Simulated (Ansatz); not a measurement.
# CuH (singlet): PBE, r2SCAN, PBE0, B3LYP, wB97M-V, B2PLYP, RPA-PBE over vertical spin and charge gaps, def2-SVP, part 2 of 2

Ansatz 0.2.0, Gaussian basis; def2-SVP, all electrons in the functionals, frozen cores in the correlation of double hybrids and RPA. The steps go on from the part before.

**16. wB97M-V, charge 1, doublet**

The input, in.yaml:

```yaml
crystal:
  periodic: [false, false, false]
  atoms:
    - {symbol: Cu, position_ang: [0.000000, 0.000000, 0.000000]}
    - {symbol: H, position_ang: [0.000000, 0.000000, 1.485034]}
basis:
  gaussian: {orbitals: def2-SVP}
total_charge: 1
magnetization: {spin_polarized: true, initial_magnetization: 1}
hamiltonian: {xc: {name: wB97M-V}}
output: {orbitals: {seedname: orbitals}}
```

Launch:

```sh
$ ansatz run in.yaml --threads 1 --pin off --events-out ev --progress --plain --max-ram 2393MiB
```

Output, shortened:

```text
Functional definition: wB97M-V
  name "wB97M-V"
  cite "Mardirossian & Head-Gordon, J. Chem. Phys. 144, 214110 (2016) doi:10.1063/1.4952647"
  cite "Becke, J. Chem. Phys. 107, 8554 (1997) doi:10.1063/1.475007"
  cite "Vydrov & Van Voorhis, J. Chem. Phys. 133, 244103 (2010) doi:10.1063/1.3521275"
  # Of w^i u^j: cxij and so on, Table III.
[...]
  gx(w, u) = 1 - cx + cx01*u + cx10*w
  gss(w, u) = css00 + css04*u^4 + css10*w + css20*w^2 + css43*w^4*u^3
  gos(w, u) = cos00 + cos10*w + (cos20 + cos21*u)*w^2 + (cos60 + cos61*u)*w^6
[...]
      + integral(e_c_pw_mod_opposite_spin*gos(b97_w_opposite, b97_u_opposite)) + vv10(b, c)
399 factors; integrals over basis functions are off by at most 1.2e-3 eV
74 factors; integrals over basis functions are off by at most 1.4e-4 eV
[...]
mean field -44637.76764916 eV, -1640.4077045408 hartree, gradient 2.8e-5 eV, S^2 0.754530; 0 other end points of the search recorded, 0 dependent functions left out
reference -44637.76772963 eV, -1640.4077074981 hartree; 15, 14 occupied and 21, 22 virtual orbitals, 399 factors
Total energy: -44637.76772963 eV, -1640.4077074981 hartree
```

It took 16 s on 1 thread of Intel Xeon at 2.50GHz, shared host.

From the report: ⟨S²⟩ of the determinant 0.755 (pure doublet: 0.75).

From charge 0, singlet: +207.6 kcal/mol.

**17. B2PLYP, charge 0, singlet**

The input, in.yaml:

```yaml
crystal:
  periodic: [false, false, false]
  atoms:
    - {symbol: Cu, position_ang: [0.000000, 0.000000, 0.000000]}
    - {symbol: H, position_ang: [0.000000, 0.000000, 1.485034]}
basis:
  gaussian: {orbitals: def2-SVP}
hamiltonian: {xc: {name: B2PLYP}}
correlation: {electrons: outside_noble_gas}
```

Same command.

Output, shortened:

```text
Functional definition: B2PLYP
  name "B2PLYP"
  cite "Grimme, J. Chem. Phys. 124, 034108 (2006) doi:10.1063/1.2148954"
  cite "Becke, Phys. Rev. A 38, 3098 (1988) doi:10.1103/PhysRevA.38.3098"
  cite "Lee, Yang & Parr, Phys. Rev. B 37, 785 (1988) doi:10.1103/PhysRevB.37.785"
[...]
399 factors; integrals over basis functions are off by at most 1.2e-3 eV
[...]
mean field -44637.26319610 eV, -1640.3891662331 hartree, gradient 8.9e-7 eV, S^2 0.000000; 0 other end points of the search recorded, 0 dependent functions left out
9 core orbitals not correlated: weight in the atoms' cores, before any rotation towards them, 1.000 or more for the frozen orbitals, at most 0.000 for the correlated occupied ones
reference -44637.26331574 eV, -1640.3891706298 hartree; 6, 6 occupied and 21, 21 virtual orbitals, 399 factors
second order -10.68029312 eV of doubles, -0.00000000 eV of singles
Total energy: -44640.14699489 eV, -1640.4951438836 hartree
```

Wall time 2.9 s (1 thread of Intel Xeon at 2.50GHz, shared host).

**18. B2PLYP, charge 0, triplet**

in.yaml, as its differences from that of step 17:

```diff
@@ -7,2 +7,3 @@
   gaussian: {orbitals: def2-SVP}
+magnetization: {spin_polarized: true, initial_magnetization: 2}
 hamiltonian: {xc: {name: B2PLYP}}
```

The command is unchanged.

Output, shortened:

```text
Functional definition: B2PLYP
  name "B2PLYP"
  cite "Grimme, J. Chem. Phys. 124, 034108 (2006) doi:10.1063/1.2148954"
  cite "Becke, Phys. Rev. A 38, 3098 (1988) doi:10.1103/PhysRevA.38.3098"
  cite "Lee, Yang & Parr, Phys. Rev. B 37, 785 (1988) doi:10.1103/PhysRevB.37.785"
[...]
399 factors; integrals over basis functions are off by at most 1.2e-3 eV
[...]
mean field -44635.27360197 eV, -1640.3160499971 hartree, gradient 4.1e-6 eV, S^2 2.003252; 6 other end points of the search recorded, 0 dependent functions left out
9 core orbitals not correlated: weight in the atoms' cores, before any rotation towards them, 1.000 or more for the frozen orbitals, at most 0.000 for the correlated occupied ones
reference -44635.27372580 eV, -1640.3160545478 hartree; 7, 5 occupied and 20, 22 virtual orbitals, 399 factors
second order -8.39006622 eV of doubles, -0.00000000 eV of singles
Total energy: -44637.53904368 eV, -1640.3993034444 hartree
```

Run time: 11 s. Hardware: 1 thread of Intel Xeon at 2.50GHz, shared host.

From the report: ⟨S²⟩ of the determinant 2.003 (pure triplet: 2.00).

From charge 0, singlet: +60.1 kcal/mol.

**19. B2PLYP, charge 1, doublet**

in.yaml, as its differences from that of step 18:

```diff
@@ -7,3 +7,4 @@
   gaussian: {orbitals: def2-SVP}
-magnetization: {spin_polarized: true, initial_magnetization: 2}
+total_charge: 1
+magnetization: {spin_polarized: true, initial_magnetization: 1}
 hamiltonian: {xc: {name: B2PLYP}}
```

Launched as before.

Output, shortened:

```text
Functional definition: B2PLYP
  name "B2PLYP"
  cite "Grimme, J. Chem. Phys. 124, 034108 (2006) doi:10.1063/1.2148954"
  cite "Becke, Phys. Rev. A 38, 3098 (1988) doi:10.1103/PhysRevA.38.3098"
  cite "Lee, Yang & Parr, Phys. Rev. B 37, 785 (1988) doi:10.1103/PhysRevB.37.785"
[...]
399 factors; integrals over basis functions are off by at most 1.2e-3 eV
[...]
mean field -44628.59925508 eV, -1640.0707722731 hartree, gradient 6.9e-6 eV, S^2 0.759355; 2 other end points of the search recorded, 0 dependent functions left out
9 core orbitals not correlated: weight in the atoms' cores, before any rotation towards them, 1.000 or more for the frozen orbitals, at most 0.000 for the correlated occupied ones
reference -44628.59947180 eV, -1640.0707802374 hartree; 6, 5 occupied and 21, 22 virtual orbitals, 399 factors
second order -9.60915512 eV of doubles, -0.00000000 eV of singles
Total energy: -44631.19394368 eV, -1640.1661253205 hartree
```

It took 9.6 s on 1 thread of Intel Xeon at 2.50GHz, shared host.

From the report: ⟨S²⟩ of the determinant 0.759 (pure doublet: 0.75).

From charge 0, singlet: +206.5 kcal/mol.

**20. RPA-PBE, charge 0, singlet**

The input, in.yaml:

```yaml
crystal:
  periodic: [false, false, false]
  atoms:
    - {symbol: Cu, position_ang: [0.000000, 0.000000, 0.000000]}
    - {symbol: H, position_ang: [0.000000, 0.000000, 1.485034]}
basis:
  gaussian: {orbitals: def2-SVP}
hamiltonian: {xc: {name: PBE}}
correlation: {method: rpa, electrons: outside_noble_gas}
```

Same command.

Output, shortened:

```text
Functional definition: PBE
  name "PBE"
  cite "Perdew, Burke & Ernzerhof, Phys. Rev. Lett. 77, 3865 (1996) doi:10.1103/PhysRevLett.77.3865"
  parent pbe
[...]
399 factors; integrals over basis functions are off by at most 1.2e-3 eV
[...]
mean field -44642.51097659 eV, -1640.5820186090 hartree, gradient 2.3e-6 eV, S^2 0.000000; 2 other end points of the search recorded, 0 dependent functions left out
9 core orbitals not correlated: weight in the atoms' cores, before any rotation towards them, 1.000 or more for the frozen orbitals, at most 0.000 for the correlated occupied ones
reference -44605.26187559 eV, -1639.2131393954 hartree; 6, 6 occupied and 21, 21 virtual orbitals, 399 factors
Total energy: -44616.68044009 eV, -1639.6327639011 hartree
```

Wall time 5.5 s (1 thread of Intel Xeon at 2.50GHz, shared host).

**21. RPA-PBE, charge 0, triplet**

in.yaml, as its differences from that of step 20:

```diff
@@ -7,2 +7,3 @@
   gaussian: {orbitals: def2-SVP}
+magnetization: {spin_polarized: true, initial_magnetization: 2}
 hamiltonian: {xc: {name: PBE}}
```

Same command.

Output, shortened:

```text
Functional definition: PBE
  name "PBE"
  cite "Perdew, Burke & Ernzerhof, Phys. Rev. Lett. 77, 3865 (1996) doi:10.1103/PhysRevLett.77.3865"
  parent pbe
[...]
399 factors; integrals over basis functions are off by at most 1.2e-3 eV
[...]
mean field -44640.06831371 eV, -1640.4922524038 hartree, gradient 1.6e-6 eV, S^2 2.001493; 8 other end points of the search recorded, 0 dependent functions left out
9 core orbitals not correlated: weight in the atoms' cores, before any rotation towards them, 1.000 or more for the frozen orbitals, at most 0.000 for the correlated occupied ones
reference -44603.74366876 eV, -1639.1573463235 hartree; 7, 5 occupied and 20, 22 virtual orbitals, 399 factors
Total energy: -44614.57914191 eV, -1639.5555426173 hartree
```

It took 19 s on 1 thread of Intel Xeon at 2.50GHz, shared host.

From the report: ⟨S²⟩ of the determinant 2.001 (pure triplet: 2.00).

From charge 0, singlet: +48.5 kcal/mol.

**22. RPA-PBE, charge 1, doublet**

in.yaml, as its differences from that of step 21:

```diff
@@ -7,3 +7,4 @@
   gaussian: {orbitals: def2-SVP}
-magnetization: {spin_polarized: true, initial_magnetization: 2}
+total_charge: 1
+magnetization: {spin_polarized: true, initial_magnetization: 1}
 hamiltonian: {xc: {name: PBE}}
```

Same command.

Output, shortened:

```text
Functional definition: PBE
  name "PBE"
  cite "Perdew, Burke & Ernzerhof, Phys. Rev. Lett. 77, 3865 (1996) doi:10.1103/PhysRevLett.77.3865"
  parent pbe
[...]
399 factors; integrals over basis functions are off by at most 1.2e-3 eV
[...]
mean field -44633.36602466 eV, -1640.2459478243 hartree, gradient 4.0e-6 eV, S^2 0.752779; 4 other end points of the search recorded, 0 dependent functions left out
9 core orbitals not correlated: weight in the atoms' cores, before any rotation towards them, 1.000 or more for the frozen orbitals, at most 0.000 for the correlated occupied ones
reference -44597.58627148 eV, -1638.9310661472 hartree; 6, 5 occupied and 21, 22 virtual orbitals, 399 factors
Total energy: -44607.90839436 eV, -1639.3103971664 hartree
```

Run time: 16 s. Hardware: 1 thread of Intel Xeon at 2.50GHz, shared host.

From the report: ⟨S²⟩ of the determinant 0.753 (pure doublet: 0.75).

From charge 0, singlet: +202.3 kcal/mol.

**23. The comparison**

No level is safe as a reference over these points; RCCSD(T) serves as a yardstick only. It and the other wave-function rows come from earlier runs at the same points. Energies in kcal/mol, counted from charge 0, singlet; blanks weren't run or aren't comparable.

| level | singlet to triplet | ionisation to the doublet cation |
| --- | --- | --- |
| RCCSD(T) | 55.4 | 199.3 |
| PBE | 56.3 | 210.9 |
| r2SCAN | 49.5 | 206.7 |
| PBE0 | 53.1 | 207.3 |
| B3LYP | 55.8 | 212.6 |
| wB97M-V | 57.7 | 207.6 |
| B2PLYP | 60.1 | 206.5 |
| RPA-PBE | 48.5 | 202.3 |
| RMP2 | 77.5 | 199.3 |
| UMP2 | 76.0 | 200.2 |
| RCCSD | 51.8 | 197.6 |
| UCCSD(T) | 54.9 | 199.1 |
| RCCSDT(Q) | 54.0 | 198.9 |
| UCCSDT(Q) | 53.5 | 198.6 |
| CASSCF valence | 29.9 | 174.8 |
| NEVPT2 valence | 71.0 | 215.2 |
| MRCISD+Q valence | 61.0 | 213.9 |

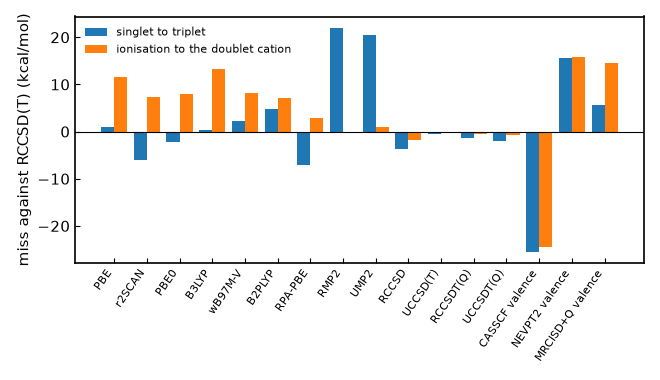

Misses of the gaps against RCCSD(T).

Largest miss and mean time a point (RCCSD(T) took 25 s a point; shared hosts):

| level | largest miss (kcal/mol) | where | time a point |
| --- | --- | --- | --- |
| PBE | +11.6 | ionisation to the doublet cation | 11 s |
| r2SCAN | +7.4 | ionisation to the doublet cation | 9.2 s |
| PBE0 | +8.0 | ionisation to the doublet cation | 4.8 s |
| B3LYP | +13.3 | ionisation to the doublet cation | 4.4 s |
| wB97M-V | +8.3 | ionisation to the doublet cation | 13 s |
| B2PLYP | +7.1 | ionisation to the doublet cation | 7.8 s |
| RPA-PBE | -7.0 | singlet to triplet | 13 s |
| RMP2 | +22.0 | singlet to triplet |  |
| UMP2 | +20.6 | singlet to triplet |  |
| RCCSD | -3.6 | singlet to triplet |  |
| UCCSD(T) | -0.5 | singlet to triplet | 33 s |
| RCCSDT(Q) | -1.4 | singlet to triplet | 56 s |
| UCCSDT(Q) | -1.9 | singlet to triplet | 68 s |
| CASSCF valence | -25.5 | singlet to triplet |  |
| NEVPT2 valence | +15.9 | ionisation to the doublet cation | 14 s |
| MRCISD+Q valence | +14.6 | ionisation to the doublet cation | 16 s |

**24. Results**

The summary covers parts 1 to 2.

| quantity | value |
| --- | --- |
| singlet to triplet, RCCSD(T) | 55.4 kcal/mol |
| ionisation to the doublet cation, RCCSD(T) | 199.3 kcal/mol |
| largest miss, PBE | +11.6 kcal/mol (ionisation to the doublet cation) |
| largest miss, r2SCAN | +7.4 kcal/mol (ionisation to the doublet cation) |
| largest miss, PBE0 | +8.0 kcal/mol (ionisation to the doublet cation) |
| largest miss, B3LYP | +13.3 kcal/mol (ionisation to the doublet cation) |
| largest miss, wB97M-V | +8.3 kcal/mol (ionisation to the doublet cation) |
| largest miss, B2PLYP | +7.1 kcal/mol (ionisation to the doublet cation) |
| largest miss, RPA-PBE | -7.0 kcal/mol (singlet to triplet) |
| largest miss, UCCSD(T) | -0.5 kcal/mol (singlet to triplet) |

**Reading.** Of the functionals, RPA-PBE keep the smallest largest miss at the points compared (at most 7.0 kcal/mol) and B3LYP strays most (13.3 kcal/mol, at ionisation to the doublet cation). Functionals and the yardstick converge differently with the basis, so part of each miss in def2-SVP is the basis. The yardstick itself may be off where one determinant is a poor start.
